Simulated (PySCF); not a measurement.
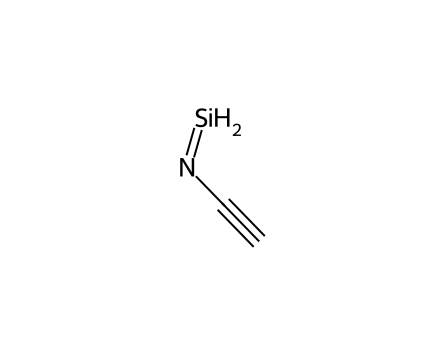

Structural formula above. The geometry was computed by an optimisation with PBE0-D4/def2-TZVP. No frequency run is at hand to confirm it as a minimum.

Describe the 3D structure.

Formula C₂H₃NSi. As SMILES it reads `C#CN=[SiH2]`. It has no ring. Among its groups: alkyne, Si–H bond. This geometry has Cs symmetry. All atoms lie on one plane. Coordination: 2 C linear; 1 N bent; 1 Si trigonal planar.

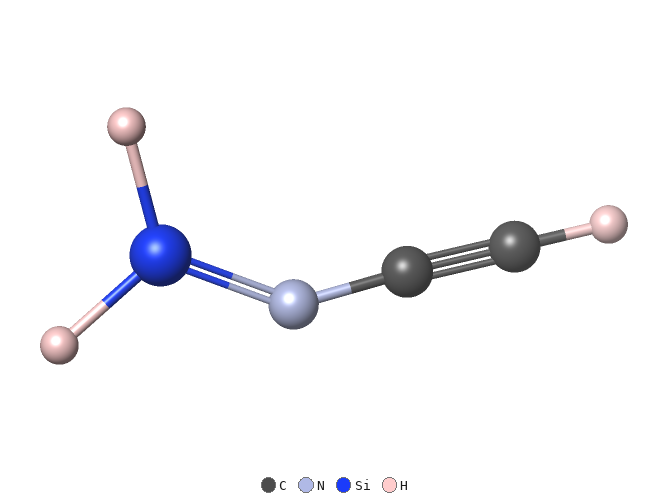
